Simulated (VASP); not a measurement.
Band structure of InP (space group F-43m). Calculation: PBE GGA, VASP's PBE PAW potentials (set 64) (plane waves; VASP).

Unless said otherwise, spin-orbit coupling is left out, though it shifts the bands of the heavy elements here.

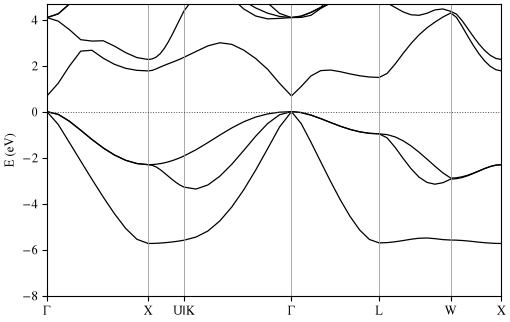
Figure: Bands along high-symmetry lines, zero at the valence-band maximum or, without a gap, the Fermi level

**Question.** Read the plot: is there a gap, and where are the band edges?

**Answer.** The gap is direct, 0.68 eV, from the valence maximum at Γ to the conduction minimum at Γ.

The structure is a typed InP crystal (F-43m). The cell was not relaxed at this level.
